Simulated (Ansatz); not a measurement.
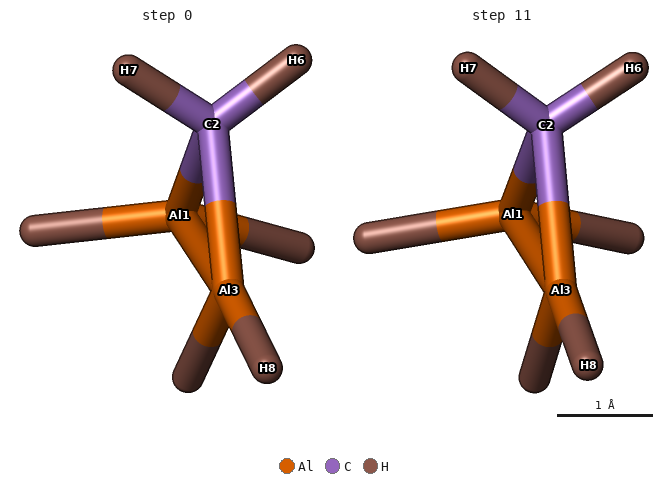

The structure of CH$_{6}$Al$_{2}$ before (left) and after (right) a relaxation, at one scale.

The picture is a stick view, seen from a free direction.

It is one of the separated reactants of a reaction.

Theory: RKS PBE0-D4/def2-TZVP in Ansatz 0.2.0. (force threshold 0.005 eV/Å; at most 200 steps)

### Describe what moved and what it gained.

The largest move after the best rigid fit is that of an H atom, 0.15 Å. Largest moves by element: H 0.15 Å, Al 0.02 Å, C 0.01 Å. Near-neighbour distances that change, for instance: Al–C 2.010 → 1.988 Å, Al–H 1.680 → 1.661 Å, Al–Al 2.682 → 2.664 Å, Al–H 1.607 → 1.591 Å. Bond angles that change, for instance: Al–Al–H 109.4° → 112.7°, Al–Al–H 116.1° → 112.8°, Al–C–H 118.9° → 115.6°. After 11 geometry steps the energy has fallen by 0.023 eV. The largest force component goes from 0.35 to 0.0028 eV/Å. The run took 35 s on 2 threads of Arm Neoverse V2, with other jobs on the host.
